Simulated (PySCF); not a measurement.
# NMR shielding calculation of C3H6SSi

The run: NMR shielding calculation of C3H6SSi, SMILES C=C1C[SiH2]S1. Method and program: GIAO CAM-B3LYP/pcSseg-2 NMR shielding, non-relativistic, gas phase (PySCF 2.14.0).

The geometry comes from this level: PBE0-D3(BJ)/def2-SVP. Figures and captions count atoms from 1; the log counts them from 0 in places.

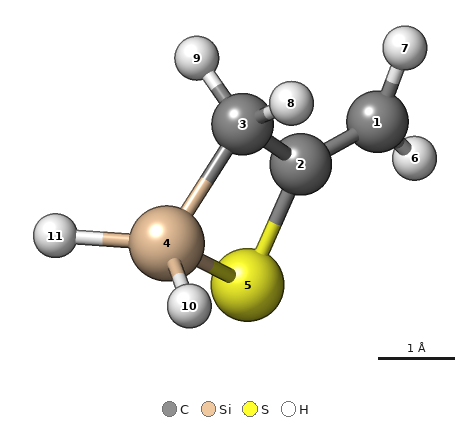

Fig. 1: The input geometry (ball-and-stick view, seen at a tilt; atoms are numbered from 1 in the order of the input).

### Summary

| quantity | value |
| --- | --- |
| outcome | converged |
| total energy | −805.627756 hartree |
| HOMO | −7.67 eV |
| LUMO | 0.50 eV |
| dipole moment | 1.97 D |
| isotropic shielding, C | 17.8 to 157.4 ppm |
| isotropic shielding, Si | 357.9 ppm |
| isotropic shielding, S | 463.5 ppm |
| isotropic shielding, H | 26.0 to 28.8 ppm |
| hardware | 1 CPU thread, shared host |
| wall time | 68 s |
| peak memory | 1.3 GiB |

### The input
```
{"job": {"kind": "nmr", "xc": "CAM-B3LYP", "basis": "pcSseg-2", "pop": false}, "charge": 0, "multiplicity": 1}
C      1.965688    -0.489386     0.402952
C      0.658977    -0.404123     0.150165
C     -0.135990     0.810871    -0.299318
Si    -1.797994    -0.082930    -0.163903
S     -0.516226    -1.756415     0.311232
H      2.430123    -1.420246     0.735864
H      2.603616     0.389416     0.277366
H      0.006844     1.682992     0.357160
H      0.119460     1.110930    -1.328544
H     -2.701254     0.355980     0.940228
H     -2.601617    -0.232344    -1.411937
```

The first line tells a small driver script what to run in PySCF; the rest is the geometry in Å.

Command:
```bash
OMP_NUM_THREADS=1 python <driver script> task.json out
```

### Log
```
coarse grid: 10232 points
cycle   1  E = -805.5772784699  dE =  5.603e-01  |g| = 3.639e-01  |ddm| = 2.424e+00
cycle   2  E = -805.5894393652  dE = -1.216e-02  |g| = 3.327e-01  |ddm| = 7.651e-01
cycle   3  E = -805.6142991210  dE = -2.486e-02  |g| = 5.459e-02  |ddm| = 3.493e-01
cycle   4  E = -805.6148212133  dE = -5.221e-04  |g| = 3.512e-02  |ddm| = 6.310e-02
cycle   5  E = -805.6151206466  dE = -2.994e-04  |g| = 4.363e-03  |ddm| = 3.509e-02
cycle   6  E = -805.6151264392  dE = -5.793e-06  |g| = 1.576e-03  |ddm| = 8.894e-03
final grid: 89528 points
cycle   7  E = -805.6277527219  dE = -3.437e-05  |g| = 3.748e-03  |ddm| = 2.511e-02
cycle   8  E = -805.6277520922  dE =  6.297e-07  |g| = 4.020e-03  |ddm| = 6.453e-03
cycle   9  E = -805.6277561901  dE = -4.098e-06  |g| = 4.289e-04  |ddm| = 4.278e-03
cycle  10  E = -805.6277562189  dE = -2.882e-08  |g| = 2.482e-04  |ddm| = 4.443e-04
cycle  11  E = -805.6277562331  dE = -1.420e-08  |g| = 4.766e-05  |ddm| = 2.101e-04
cycle  12  E = -805.6277562337  dE = -6.150e-10  |g| = 1.163e-05  |ddm| = 7.306e-05
```

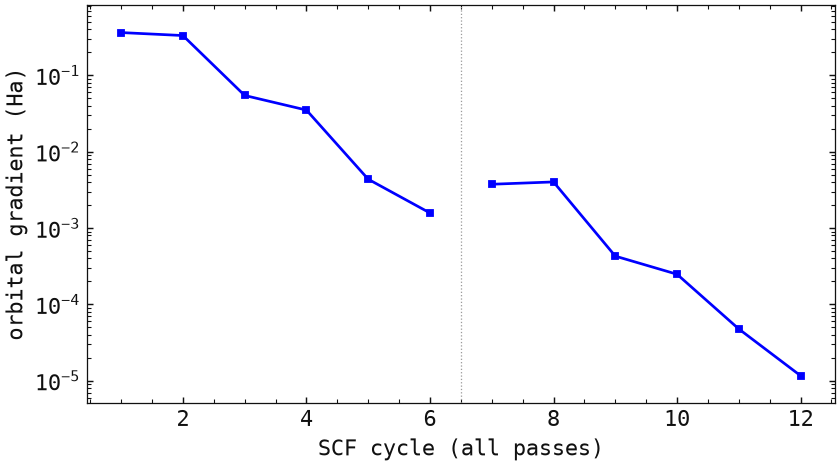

Fig. 2: Convergence of the self-consistent field: orbital gradient against the SCF cycle. The dotted line marks the change from a coarse to the final integration grid. The first 6 cycles use a coarse grid, the final grid takes over at cycle 7, and the field converges after 12 cycles in all.

```
converged SCF energy = -805.6277562337

GIAO shielding tensors (ppm)
atom      isotropic    diamagn.    paramagn.     s11        s22        s33       span
  0 C       60.118     250.549    -190.431    -62.075    100.094    142.335    204.409
  1 C       17.831     254.542    -236.711    -96.036     28.626    120.902    216.938
  2 C      157.352     243.187     -85.835    124.318    154.816    192.923     68.606
  3 Si     357.892     876.662    -518.770    301.012    380.615    392.049     91.036
  4 S      463.483    1057.529    -594.045    276.141    340.660    773.650    497.508
  5 H       26.011      30.184      -4.173     22.481     24.812     30.740      8.259
  6 H       26.156      31.144      -4.988     22.019     25.567     30.883      8.863
  7 H       28.762      30.256      -1.494     25.571     26.806     33.909      8.338
  8 H       28.556      30.155      -1.599     25.622     26.766     33.279      7.657
  9 H       26.137      28.486      -2.348     23.236     24.390     30.785      7.549
 10 H       26.189      28.426      -2.237     23.198     24.433     30.936      7.738
```

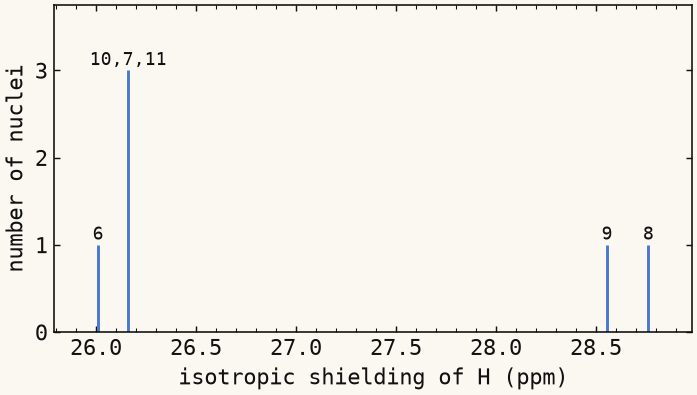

Fig. 3: Isotropic shieldings of the hydrogen nuclei in this fixed geometry, labelled by atom number; shielding grows to the right, so chemical shift grows to the left. The least shielded is H6 (26.0 ppm), the most shielded H8 (28.8 ppm).
